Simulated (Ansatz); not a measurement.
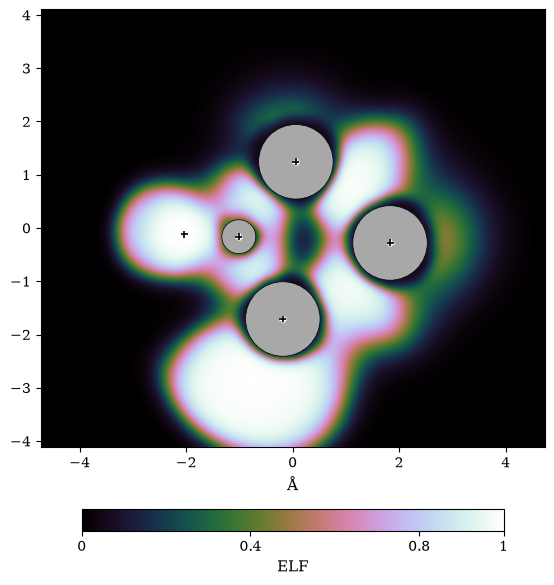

The ELF on a plane through atoms (crosses mark nuclei in the plane; grey discs cover the cores).

All numbers below come from Ansatz, isolated molecule in a Gaussian basis; Kohn-Sham density functional theory, functional PBE0.

Candidates:
A. FH₄NSi₃
B. CH₃ClF₂O₂W (SMILES C[O][W](=[O])([F])([F])[Cl])
C. FH₈Si₄ (SMILES [SiH3][SiH]1[SiH2][F+][SiH2]1) (charge +1)

Which candidate gave the map?

Candidate A: FH₄NSi₃ on the plane of atoms N2, Si3 and Si5, which holds N, Si and H. Si–N (1.76 Å): the ELF peaks at about 0.90 between the atoms; a polar covalent bond. Si–Si (2.33 Å): the ELF peaks at about 1 between the atoms, as expected for a shared electron pair.
